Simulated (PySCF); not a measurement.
Ge(OH)3(SMe), SMILES [Ge]([S]C)([OH])([OH])[OH] (CH6GeO3S) at its PBE0/def2-SVP optimised geometry (Å):

```
12

C     -1.9661     1.2880    -0.5492
S     -0.2443     1.5492     0.0000
Ge     0.4614    -0.5307     0.0000
O      0.0126    -1.5642     1.3557
O      2.2269    -0.5307     0.0000
O     -0.2713    -1.3206    -1.3972
H     -2.5959     0.9505     0.2848
H     -2.3292     2.2613    -0.9048
H     -2.0018     0.5590    -1.3685
H      0.5921    -1.4426     2.1164
H      2.5959     0.0951    -0.6335
H     -0.4035    -2.2613    -1.2268
```

Computed with PBE0/def2-TZVP (PySCF).

Map of the log10 of the electron density (e/bohr³), floored at −4 on the plane z = 0.8 Å:

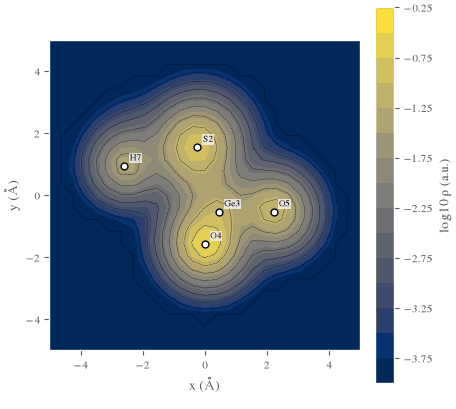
Log10 of the electron density (e/bohr³), floored at −4 on the plane z = 0.8 Å.
